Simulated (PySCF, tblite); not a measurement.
**C₇H₁₂BN: geometry, infrared bands and NMR shifts**

What infrared bands and NMR shifts should C₇H₁₂BN (`C[C@@H]1CCCCB1C#N`) show?

Programs: tblite 0.8.0 and PySCF 2.14.0, with density-fitted response routines of our own. Each step states its level of theory. These are calculated values for one molecule in the gas phase, unless marked as measured. Atoms are numbered from 0 throughout.

## 1. Starting geometry

21 atoms, charge 0, multiplicity 1; geometry from: force field or distance geometry start.

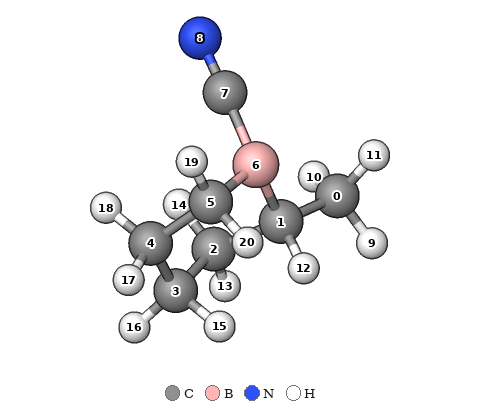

The starting geometry (carbon grey, boron pink, nitrogen blue, hydrogen white), atoms numbered.

## 2. Relaxing the molecule with GFN2-xTB

What the job is given:

```
{"job": {"kind": "relax", "xc": "GFN2-xTB", "basis": "xTB"}, "charge": 0, "multiplicity": 1}
C      2.275800    -0.912200     0.261900
C      0.844700    -0.519900     0.338700
C     -0.028100    -1.020900    -0.763600
C     -1.459000    -0.830000    -0.247600
C     -1.839300     0.609500    -0.086000
C     -0.941100     1.362100     0.870300
B      0.574100     1.038800     0.415500
C      1.100500     1.943500    -0.705900
N      1.479800     2.627600    -1.581100
H      2.385600    -1.893900     0.797600
H      2.598100    -1.087300    -0.782800
H      2.974100    -0.226900     0.759000
H      0.397300    -0.940400     1.304900
H      0.135300    -2.087900    -0.963600
H      0.116500    -0.435100    -1.698700
H     -1.436600    -1.276200     0.802700
H     -2.196300    -1.423600    -0.801700
H     -2.855000     0.614900     0.377800
H     -1.943000     1.141900    -1.046800
H     -1.131000     2.452400     0.888900
H     -1.061200     0.880500     1.859900
```

Launch:

```console
OMP_NUM_THREADS=1 python probes_run.py task.json out
```

The driver reads the jobs from task.json and runs them one after another.

**Question.** This job is followed by: GFN2-xTB harmonic vibrations, gas phase; GIAO PBE0/pcSseg-1 NMR shielding, non-relativistic, gas phase. What will the session give for the following? strongest single infrared mode (GFN2-xTB); zero-point energy (GFN2-xTB); ¹³C shifts against TMS (PBE0/pcSseg-1); ¹H shifts against TMS (PBE0/pcSseg-1, means over atoms taken as alike); ¹¹B shifts against BF3·OEt2 (PBE0/pcSseg-1); ¹⁵N shifts against NH3 (PBE0/pcSseg-1).

As calculated:

| quantity | value |
| --- | --- |
| strongest single infrared mode (GFN2-xTB) | 2980 cm⁻¹, 101 km/mol |
| zero-point energy (GFN2-xTB) | 112.0 kcal/mol |
| ¹³C shifts against TMS (PBE0/pcSseg-1) | 131.2, 39.0, 37.2, 31.6, 31.1, 28.0, 20.1 ppm |
| ¹H shifts against TMS (PBE0/pcSseg-1, means over atoms taken as alike) | 2.08, 2.06, 2.05, 2.02, 1.46, 1.37, 1.36, 1.15, 1.00, 0.88 ppm |
| ¹¹B shifts against BF3·OEt2 (PBE0/pcSseg-1) | 76.2 ppm |
| ¹⁵N shifts against NH3 (PBE0/pcSseg-1) | 394.8 ppm |

**Reading.** Over 130 steps the energy fell by 0.935 eV; of the close pairs, C3–H15 changed most, 1.141 to 1.093 Å. No mode is imaginary among the 57: a minimum at this level. Unscaled tight-binding wavenumbers are off by several per cent, some by more. Its intensities can rank the bands wrongly. At PBE0/pcSseg-1: The widest tensor belongs to N8: span 452 ppm, with a paramagnetic part of -465 ppm.
